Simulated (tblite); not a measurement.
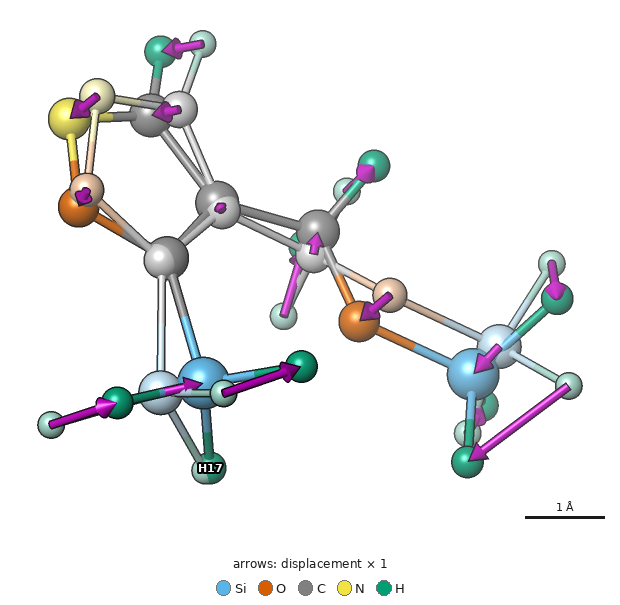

This is a relaxation of C₄H₉NO₂Si₂. The starting structure is drawn faded, the final one solid; purple arrows show the displacements, at their true length. The two geometries are superimposed by the best rigid fit.

The picture is a ball-and-stick view, seen at a tilt.

Method: tblite, GFN2-xTB geometry optimisation, gas phase. 

### Atoms of which element are displaced furthest, and by how much?

Hydrogen: up to 1.61 Å, against 0.57 Å for oxygen.

### What happened in the run?

The energy falls by 32.3 kJ/mol in 156 geometry steps. The largest move after the best rigid fit is that of an H atom, 1.61 Å. By element the largest moves are H 1.61 Å, O 0.57 Å, Si 0.56 Å, N 0.53 Å, C 0.43 Å. Near-neighbour distances that change, for instance: O–Si 1.677 → 1.627 Å, C–O 1.376 → 1.341 Å, H–Si 1.482 → 1.452 Å, C–N 1.332 → 1.304 Å. Bond angles that change, for instance: O–Si–H 109.6° → 99.1°, Si–O–C 118.0° → 126.7°, C–Si–H 110.7° → 105.2°. Groups turn about C–C by about 50°, C–Si by about 30°. The run took 1.3 s on 1 thread of Arm Neoverse V1, on a shared host.
